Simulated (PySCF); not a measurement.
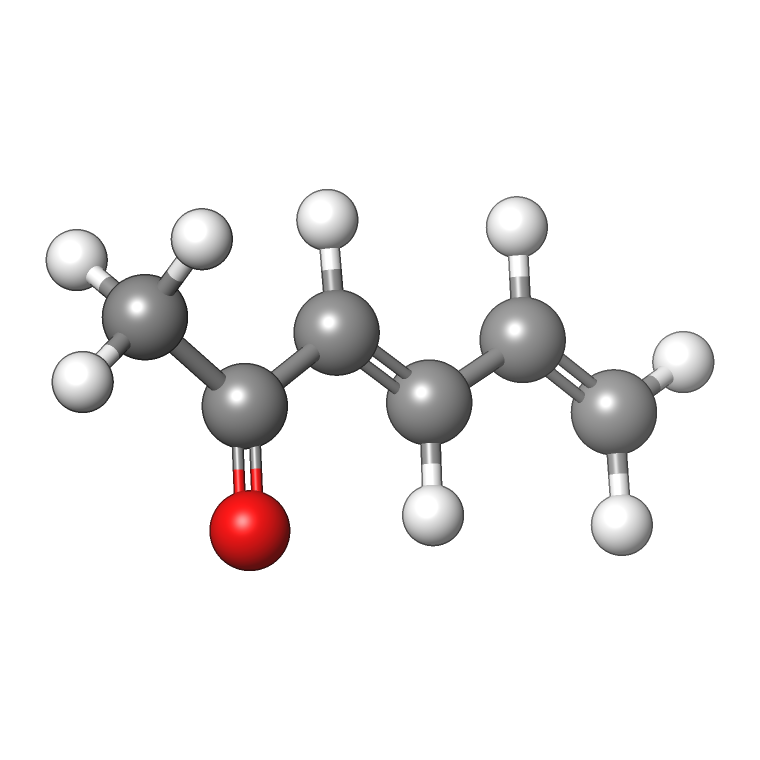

The picture shows a molecular structure as a ball-and-stick model. Colours: carbon grey, oxygen red, hydrogen white.

Computed geometry: PBE0-D3(BJ)/def2-SVP optimisation. No frequency run is at hand to confirm it as a minimum.

Which formula does it have?

Answer. C6H8O, 15 atoms: 6 carbon, 8 hydrogen and 1 oxygen.

Give a SMILES string for it.

Answer. C=C/C=C/C(C)=O

Name functional groups in it.

Answer. Among them: ketone, alkene.

The parts below concern this one geometry. Atoms keep their numbers from picture to picture.

### Symmetry

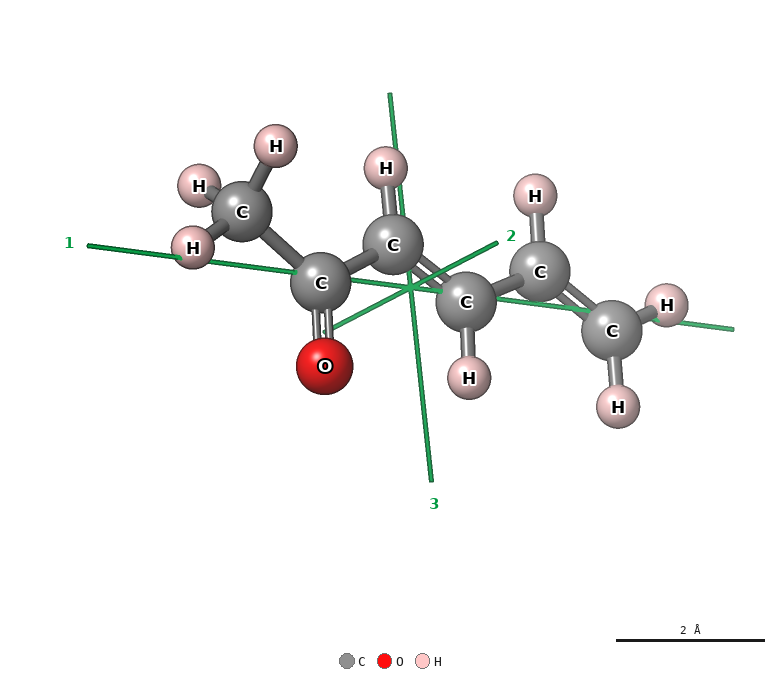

The three principal axes of inertia are drawn and numbered. Depth is shown by fading: the farther an atom, the more it takes the colour of the background. No frequency run is at hand to confirm it as a minimum. Masses are those of the most abundant isotopes; constants are for the rigid equilibrium geometry.

Which line is the a axis (least moment of inertia), which b and which c?

Answer. a is line 1, b is line 3, c is line 2; the moments are 57.3, 437, 491 u Å².

Classify the rotor and give the rotational constants (MHz).

Answer. An asymmetric top (Cs): A = 8820, B = 1156, C = 1028 MHz. Ray's parameter κ is −0.97, close to the prolate limit.

### Charges

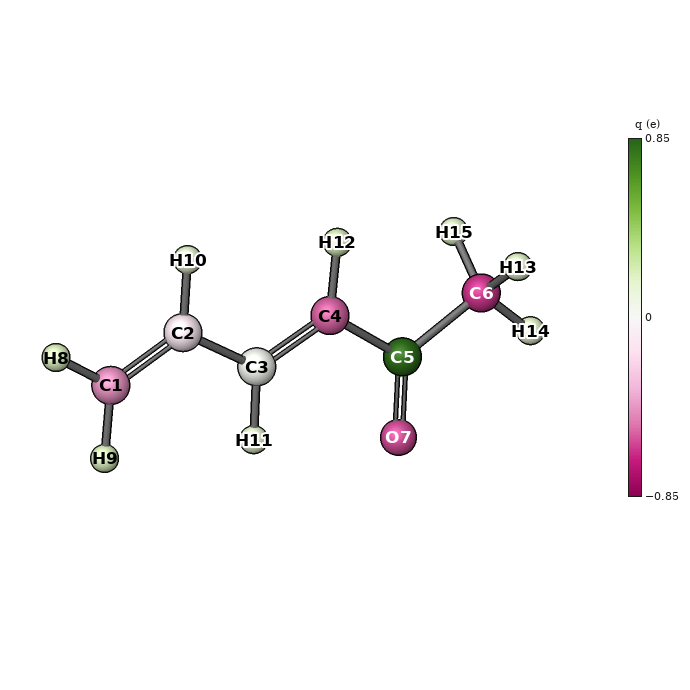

Atoms are coloured by their ESP-fitted charges. No frequency run is at hand to confirm it as a minimum. Level of theory: PBE0/pcSseg-1 in benzene (IEF-PCM) (PySCF 2.14.0).

Which atom carries the highest charge (most positive or least negative)?

Answer. C5 (0.82 e).

And the lowest?

Answer. C6 (−0.63 e).

Give the ESP-fitted charges atom by atom.

```csv
atom,value (e)
C1,−0.43
C2,−0.09
C3,0.03
C4,−0.54
C5,0.82
C6,−0.63
O7,−0.58
H8,0.20
H9,0.20
H10,0.16
H11,0.15
H12,0.21
H13,0.17
H14,0.17
H15,0.17
```

### Excitation

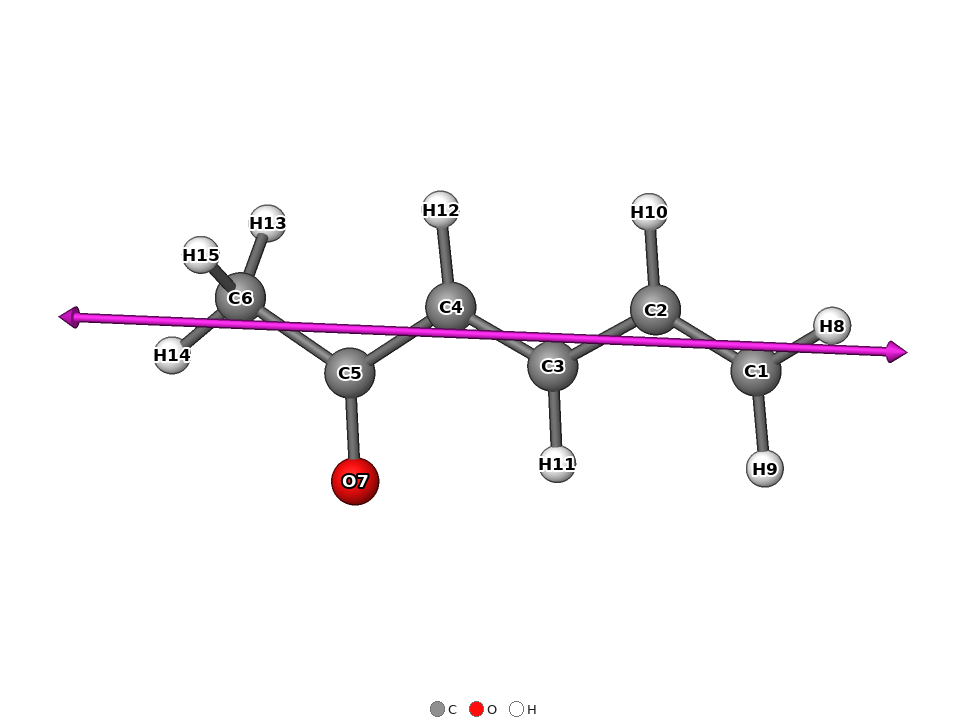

The double arrow shows the direction of the transition dipole to excited singlet state 2 (its length means nothing). No frequency run is at hand to confirm it as a minimum. Properties computed with TDDFT CAM-B3LYP/def2-SVPD, vertical, gas phase, core orbitals frozen in the response (PySCF 2.14.0).

How is the transition polarised?

Answer. Close to the long direction C1···C6.

Give its energy, strength and character.

Answer. 4.96 eV (250 nm), oscillator strength 0.70, mainly HOMO → LUMO (weight 0.97); transition dipole 6.08 D.

### NMR shielding

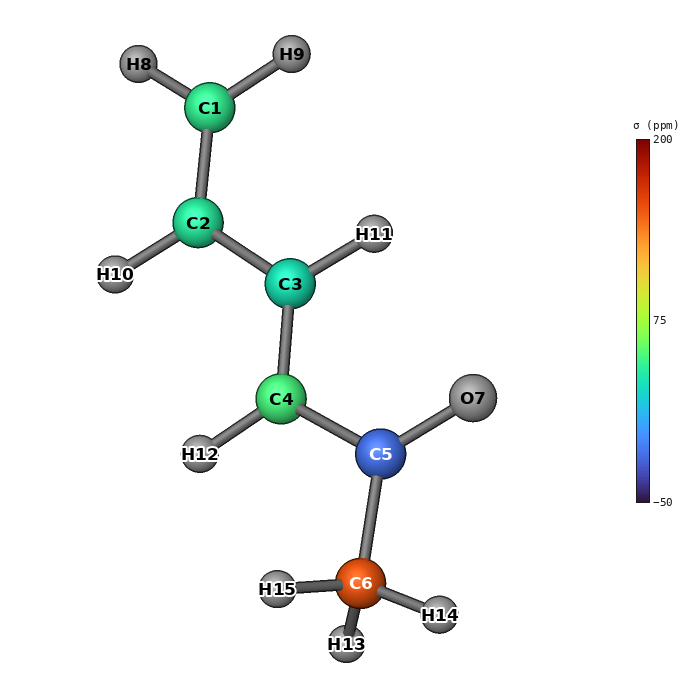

Atoms are coloured by their isotropic NMR shieldings (C only, the others grey). No frequency run is at hand to confirm it as a minimum. Properties computed with GIAO PBE0/pcSseg-1 NMR shielding, non-relativistic, IEF-PCM benzene (PySCF 2.14.0).

Give the isotropic NMR shieldings of the C atoms atom by atom.

```tsv
atom	σ (ppm)
C1	45.2
C2	40.9
C3	33.6
C4	51.6
C5	−15.3
C6	151.6
```

### Polarisability

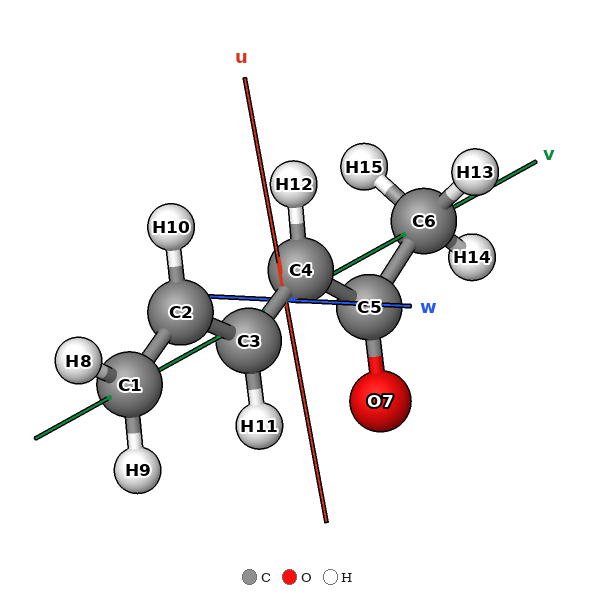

The lines u, v and w are the principal axes of the static dipole polarisability. No frequency run is at hand to confirm it as a minimum. Computed with CAM-B3LYP/def2-SVPD in benzene (IEF-PCM) (PySCF 2.14.0).

Along which axis is the molecule most polarisable, and along which least?

Answer. Most along v (close to the long direction C1···C6), least along w.

Give the three principal values.

Answer. u 82.9, v 159.3, w 57.2 bohr³; mean 99.8, anisotropy 92.0 bohr³.
